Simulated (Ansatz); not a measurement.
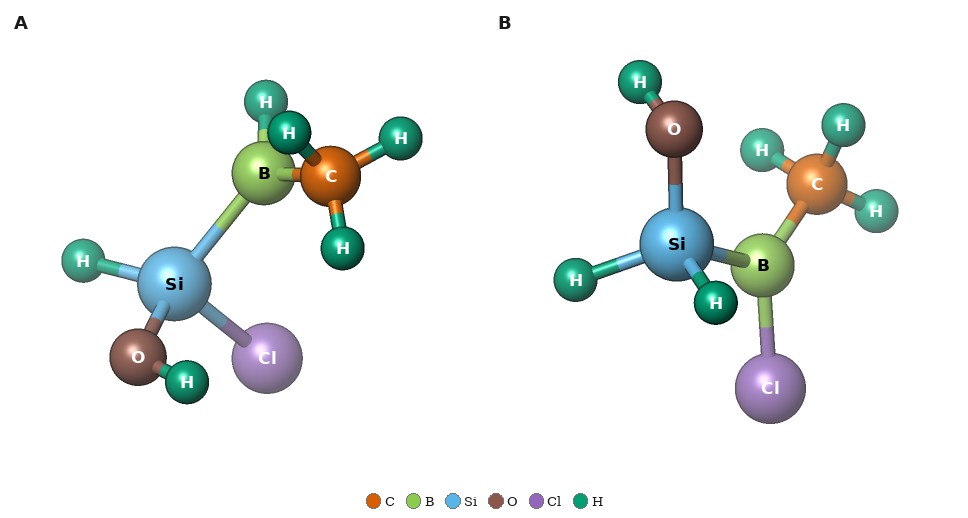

Atoms fade into the background with distance from the viewer. Computed geometry: PBE0-D4/def2-TZVP optimisation. No frequency run is at hand to confirm it as a minimum.

How are A and B related: the same structure turned, mirror images, conformers, diastereomers or constitutional isomers?

They are constitutional isomers of CH6BClOSi: A is CB[Si@H](O)Cl, B is CB(Cl)[SiH2]O
